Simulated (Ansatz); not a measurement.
The parent structure is KCl in the rock salt structure (space group Fm-3m, No. 225; a = 6.243 Å).

One thing is altered: every lattice vector is shortened by 1.00 %, atoms relaxed at fixed cell.

Computed with plane-wave PAW DFT at the PBEsol level (Ansatz, an electronic-structure program, 420 eV), no spin-orbit coupling.

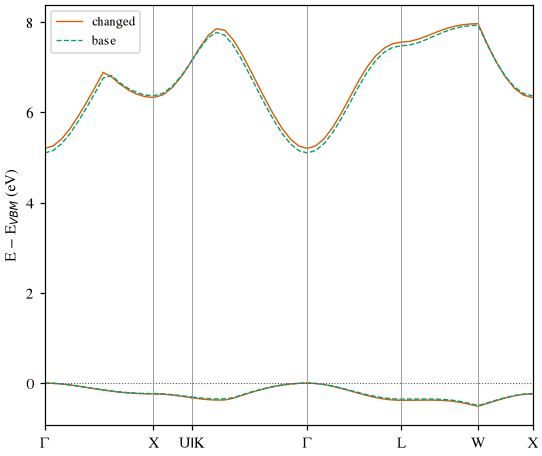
*Highest valence and lowest conduction band along the path, each from its own valence-band maximum*

**Question.** Read the changed gap and its character from the plot.

**Answer.** About 5.2 eV, direct at Γ.

The cells carry an imposed strain or load. Stability against distortions was not tested.
